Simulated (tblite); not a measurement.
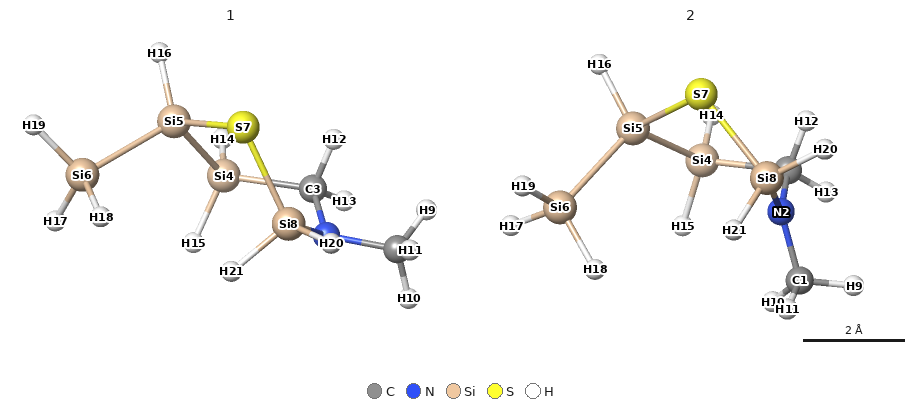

Two geometries of C₂H₁₃NSSi₄, drawn at one scale. One is the start of a relaxation, the other its converged end. Style: ball-and-stick. Shown from a free direction.

Computed with GFN2-xTB geometry optimisation, gas phase (tblite 0.8.0). 

Which of the two is the end point?

Structure 2 is the relaxed one. Over 250 geometry steps the energy falls by 90.7 kJ/mol. The largest move after the best rigid fit is that of H11, 2.04 Å. By element the largest moves are H 2.04 Å, C 1.31 Å, Si 1.02 Å, S 0.70 Å, N 0.57 Å. Among the contacts that change: Si4–Si8 3.440 → 3.833 Å, Si4–Si5 2.228 → 2.334 Å, Si5–Si6 2.238 → 2.328 Å, C3–Si4 1.854 → 1.920 Å. Among the angles between lasting bonds that change: S7–Si5–H16 113.1° → 98.0°, C1–N2–Si8 111.1° → 122.6°, S7–Si8–H20 112.1° → 103.4°. Groups turn about Si5–Si6 by about 40°, Si4–Si5 by about 20°, S7–Si8 by about 20°.
